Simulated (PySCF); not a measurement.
SMILES C#C[SiH2]C(C)=O, GFN2-xTB optimised geometry. Atoms within 1.6 Å of the plane z = 0.6 Å (x, y, z in Å): C1 (2.45, -2.10, 1.64), C2 (2.11, -1.14, 0.98), Si3 (1.59, 0.33, 0.00), C4 (-0.34, 0.33, 0.00), C5 (-1.03, -1.00, -0.03), O6 (-0.95, 1.38, 0.00), H8 (2.08, 1.57, 0.62), H10 (-0.68, -1.57, -0.89), H11 (-2.11, -0.88, -0.07), H12 (-0.76, -1.56, 0.87).

Level of theory: PBE/def2-TZVP in PySCF 2.14.0. Cells within 0.4 Å of a nucleus heavier than hydrogen are left out (blank, or x).

Map of the deformation density (molecule minus spherical neutral atoms) (e/bohr³) on the plane z = 0.6 Å:

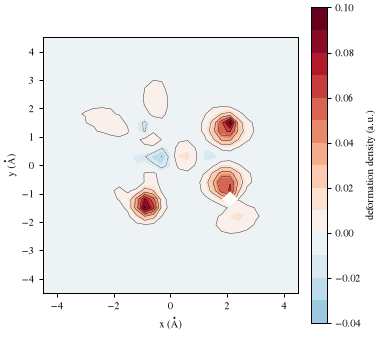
Fig. 1. Deformation density (molecule minus spherical neutral atoms) (e/bohr³) on the plane z = 0.6 Å.
